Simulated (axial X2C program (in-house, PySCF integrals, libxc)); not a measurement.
# CuCl⁻: properties at the nuclei

Aim: properties at the nuclei of CuCl⁻, with spin–orbit coupling in the Hamiltonian from the start.

Computed with an in-house X2C program for linear molecules on PySCF integrals. Level: two-component X2C with atomic mean-field terms, Cu dyall-acv3z, Cl dyall-av3z.

All values are calculated.

**1. Set-up**

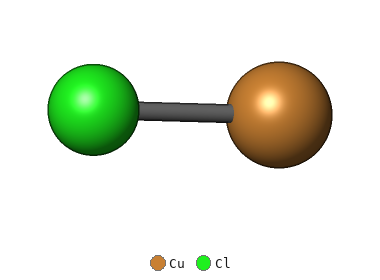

The two atoms at 2.110 Å (copper orange, chlorine green).

Contents of task.json:

```json
{"zs": [29, 17], "q": -1, "bas": ["dyall-acv3z", "dyall-av3z"], "r0": 2.11, "levels": ["PBE0", "HF", "PBE", "LDA", "B3LYP"], "nst": 3}
```

Keys: zs atomic numbers; q charge; bas basis sets; r0 starting distance in Å; levels methods (HF also brings MP2); nst determinants followed.

Launch:

```console
$ python soeom.py task.json out
```

Further steps of the session: Expectation values, lowest determinant; Expectation values, a higher determinant; Expectation values, a higher determinant.

Q: Predict the outcome of this session. Wanted: lowest determinant; Eeff magnitude; Ws magnitude Cu; A∥/gI Cu; qzz Cu; higher determinant (for each run or level that gives them).

The runs gave:

```
                                        quantity                                    value
                              lowest determinant  Ω = 1/2 (excess of +ω over −ω: ω = 1/2)
                    Eeff magnitude (GV/cm), PBE0                                    0.886
                     Ws magnitude Cu (kHz), PBE0                                    0.735
                            A∥/gI Cu (MHz), PBE0                                     1440
                             qzz Cu (a.u.), PBE0                                    -0.51
                              higher determinant  Ω = 3/2 (excess of +ω over −ω: ω = 3/2)
Eeff magnitude (GV/cm), PBE0, higher determinant                                  0.00817
 Ws magnitude Cu (kHz), PBE0, higher determinant                                  0.00159
        A∥/gI Cu (MHz), PBE0, higher determinant                                     18.2
         qzz Cu (a.u.), PBE0, higher determinant                                     0.08
                              higher determinant  Ω = 3/2 (excess of +ω over −ω: ω = 3/2)
Eeff magnitude (GV/cm), PBE0, higher determinant                                   0.0379
 Ws magnitude Cu (kHz), PBE0, higher determinant                                   0.0145
        A∥/gI Cu (MHz), PBE0, higher determinant                                      606
         qzz Cu (a.u.), PBE0, higher determinant                                     0.33
```

What this shows: In the first state, the effective field runs from 0.555 to 0.988 GV/cm over the mean-field levels. The expectation values come from single determinants, which for open shells can mix terms of unlike spin or miss the lowest Ω, so a determinant need not be a state. Eeff is the effective electric field on the electron dipole moment in this Ω state and Ws the scalar–pseudoscalar constant (defined with the proton number Z and per Ω); A∥ is the parallel hyperfine constant, which follows by multiplying with the nuclear g factor gI = μI/(I μN); qzz is the electric field gradient, eQq0 = 234.96 MHz × Q/barn × qzz. The operators were transformed with the bare-nucleus X2C matrices.
